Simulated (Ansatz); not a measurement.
**Correcting a cheap level on B-containing molecules**

The vertical ionisation energy (cation less neutral) in eV of 6 B-containing molecules: x at wB97M-V/def2-TZVPP, y at CCSD(T)/def2-TZVPP. Shapes, held fixed at every level: PBE0-D4/def2-TZVP. Programs: Ansatz 0.2.0.

| molecule | x (eV) | y (eV) |
| --- | --- | --- |
| BH3(NH3) | 10.64 | 10.73 |
| BH3(SeH2) | 10.86 | 10.91 |
| BH3(SH2) | 11.03 | 11.09 |
| HBS (hydrogen boron sulfide) | 11.08 | 11.14 |
| BF (SMILES [B]F) | 11.14 | ? |
| B(OH)O (oxoborinic acid) | 12.30 | 12.39 |

Problem. Fit y = c + s·x to the known rows and predict y for BF.

Solution. 
1. Means of the 5 rows: x = 11.1820, y = 11.252.
2. Σ(Δx)² = 1.6809, Σ(Δx·Δy) = 1.7014, so the slope is 1.7014/1.6809 = 1.0122.
3. Intercept: 11.252 − (1.0122) × 11.1820 = -0.066. The largest residual of the fit is 0.027.
4. BF: -0.066 + 1.0122 × 11.14 = 11.21 eV.

CCSD(T)/def2-TZVPP gives 11.09 eV, so the prediction is off by +0.12 eV, more than the largest residual. Uncorrected, wB97M-V/def2-TZVPP misses BF by +0.05 eV, and the other rows by 0.07 on average. The line makes this one worse. B(OH)O lies far out in x and weighs most in the slope. Left out in turn, the other rows are missed by 0.04 eV on average, so the withheld one doesn't follow the line. Cations run unrestricted. Relativity is left out for Se. Outer-core shells of Se are correlated, in sets that cover them unevenly.

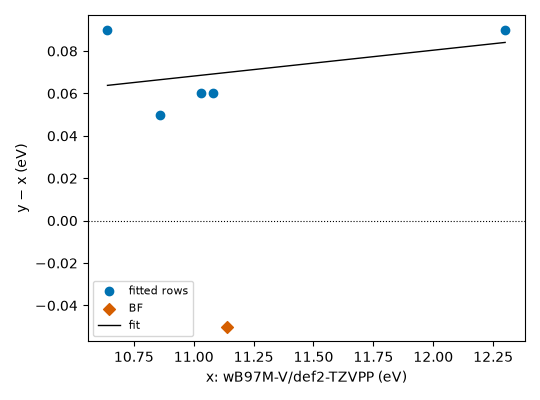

The correction y − x against x, with the fitted line and the withheld molecule.
